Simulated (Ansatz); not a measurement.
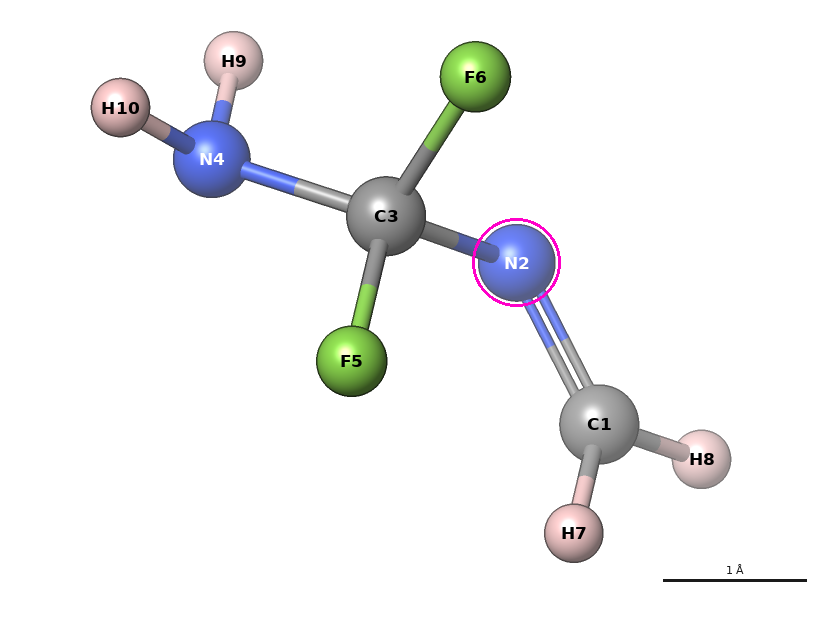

Orthographic view. Atoms fade into the background with distance from the viewer. Computed geometry: PBE-D4/def2-SVP optimisation. No frequency run is at hand to confirm it as a minimum.

Name the neighbours of the circled atom.

The circled atom is N2; it is bonded to C1, C3.

Which two atoms are farthest apart in space?

H8 and H10, 5.17 Å.

Of C1 and H7, which is nearer the viewer?

H7; the bond to C1 points away from the viewer, so it looks shorter than its 1.11 Å.

What is the shortest path along bonds from the circled atom to H10?

N2–C3–N4–H10, 3 bonds; through space the two are 3.22 Å apart.
